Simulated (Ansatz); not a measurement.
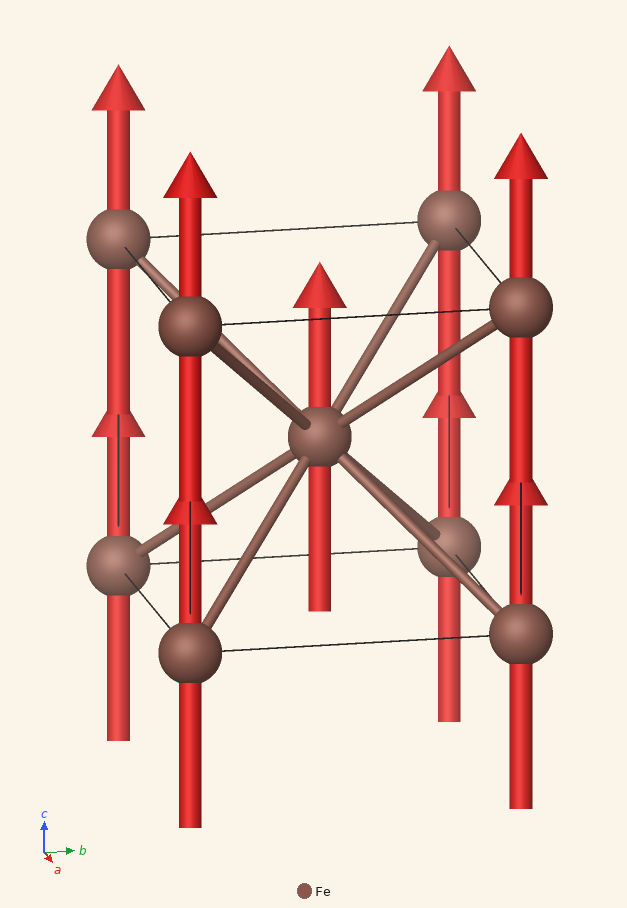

The crystal in a ball-and-stick representation, seen slightly off an axis. Lines trace the edges of the cell (the run's own, in a reduced setting). Arrows are the site magnetic moments above 0.25 μB; longer means larger, and red and blue are up and down (without spin-orbit coupling the axis itself is arbitrary).

This is the state reached for Fe. Theory: DFT PBE, scalar-relativistic, plane waves, PAW in Ansatz. Numerical settings: a kinetic-energy cutoff of 420 eV, k-points about 0.22 Å⁻¹ apart, Gaussian smearing of 0.05 eV, collinear spins.

Read the magnetic state from the picture.

Answer. Ferromagnetic (within this cell). Site moments: 2 Fe +2.2 μB. The net spin moment of the whole cell is 4.3 μB.

The initial geometry was the standard structure of this element. Earlier steps of the study may have refined or changed the cell and positions. It was run through Ansatz as a DFT input.
